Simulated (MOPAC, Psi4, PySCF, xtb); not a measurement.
Approach curve of the dimer CH2O ··· H6Si2 (SMILES C=O and [SiH3][SiH3]). Monomers: optimised at B3LYP-D3(BJ) (def2-TZVP), held rigid. Orientation: lowest of the rigid-body minima from ten starts at GFN2-xTB. The monomers approach along the line of their centres of mass (distance R); nothing else relaxes.

Geometry at R = 3.39 Å (first 4 atoms: monomer A):
```
12

C     -0.0054     0.0011     0.0019
O      1.0970    -0.2311    -0.4080
H     -0.6576    -0.7923     0.4165
H     -0.4340     1.0222    -0.0104
Si     1.4161    -3.2738    -2.0458
Si     2.1764    -3.0896     0.1642
H      0.3481    -4.2989    -2.1387
H      2.5304    -3.6678    -2.9421
H      0.8693    -1.9762    -2.5117
H      1.0622    -2.6956     1.0604
H      3.2445    -2.0646     0.2571
H      2.7232    -4.3873     0.6301
```

- HF/aug-cc-pVDZ, counterpoise-corrected (Psi4)
- PBE/def2-TZVP, counterpoise-corrected (Psi4)
- GFN1-xTB (xtb)
- PM7, restricted, heats of formation (MOPAC)
- RKS-B3LYP/6-31G* = restricted B3LYP/6-31G*, spherical d, no counterpoise correction (PySCF)

Interaction energies in kJ/mol (negative: bound); R is the distance of the centres of mass, d the H3···H10 distance.

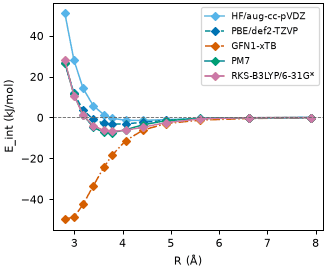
*Interaction energy against separation.*

```json
[
 {"R / Å": "2.80", "d / Å": "2.17", "HF/aug-cc-pVDZ": "51.04", "PBE/def2-TZVP": "26.77", "GFN1-xTB": "-49.81", "PM7": "26.68", "RKS-B3LYP/6-31G*": "27.93"},
 {"R / Å": "2.99", "d / Å": "2.32", "HF/aug-cc-pVDZ": "27.93", "PBE/def2-TZVP": "11.76", "GFN1-xTB": "-48.75", "PM7": "11.25", "RKS-B3LYP/6-31G*": "10.70"},
 {"R / Å": "3.18", "d / Å": "2.47", "HF/aug-cc-pVDZ": "14.18", "PBE/def2-TZVP": "3.55", "GFN1-xTB": "-42.51", "PM7": "1.30", "RKS-B3LYP/6-31G*": "1.17"},
 {"R / Å": "3.39", "d / Å": "2.64", "HF/aug-cc-pVDZ": "5.72", "PBE/def2-TZVP": "-0.94", "GFN1-xTB": "-33.44", "PM7": "-4.84", "RKS-B3LYP/6-31G*": "-4.09"},
 {"R / Å": "3.61", "d / Å": "2.83", "HF/aug-cc-pVDZ": "1.30", "PBE/def2-TZVP": "-2.85", "GFN1-xTB": "-24.33", "PM7": "-7.33", "RKS-B3LYP/6-31G*": "-6.32"},
 {"R / Å": "3.78", "d / Å": "2.98", "HF/aug-cc-pVDZ": "-0.37", "PBE/def2-TZVP": "-3.30", "GFN1-xTB": "-18.46", "PM7": "-7.46", "RKS-B3LYP/6-31G*": "-6.78"},
 {"R / Å": "4.06", "d / Å": "3.23", "HF/aug-cc-pVDZ": "-1.42", "PBE/def2-TZVP": "-3.13", "GFN1-xTB": "-11.40", "PM7": "-6.01", "RKS-B3LYP/6-31G*": "-6.33"},
 {"R / Å": "4.42", "d / Å": "3.55", "HF/aug-cc-pVDZ": "-1.47", "PBE/def2-TZVP": "-2.38", "GFN1-xTB": "-6.18", "PM7": "-3.59", "RKS-B3LYP/6-31G*": "-4.77"},
 {"R / Å": "4.90", "d / Å": "4.00", "HF/aug-cc-pVDZ": "-1.04", "PBE/def2-TZVP": "-1.42", "GFN1-xTB": "-3.00", "PM7": "-1.58", "RKS-B3LYP/6-31G*": "-2.54"},
 {"R / Å": "5.61", "d / Å": "4.66", "HF/aug-cc-pVDZ": "-0.53", "PBE/def2-TZVP": "-0.57", "GFN1-xTB": "-1.30", "PM7": "-0.51", "RKS-B3LYP/6-31G*": "-0.71"},
 {"R / Å": "6.61", "d / Å": "5.62", "HF/aug-cc-pVDZ": "-0.22", "PBE/def2-TZVP": "-0.15", "GFN1-xTB": "-0.52", "PM7": "-0.16", "RKS-B3LYP/6-31G*": "-0.15"},
 {"R / Å": "7.90", "d / Å": "6.88", "HF/aug-cc-pVDZ": "-0.09", "PBE/def2-TZVP": "-0.05", "GFN1-xTB": "-0.19", "PM7": "-0.06", "RKS-B3LYP/6-31G*": "-0.05"}
]
```

Lowest grid point: HF/aug-cc-pVDZ -1.47 kJ/mol at R = 4.42 Å; PBE/def2-TZVP -3.30 kJ/mol at R = 3.78 Å; GFN1-xTB -49.81 kJ/mol at R = 2.80 Å; PM7 -7.46 kJ/mol at R = 3.78 Å; RKS-B3LYP/6-31G* -6.78 kJ/mol at R = 3.78 Å.
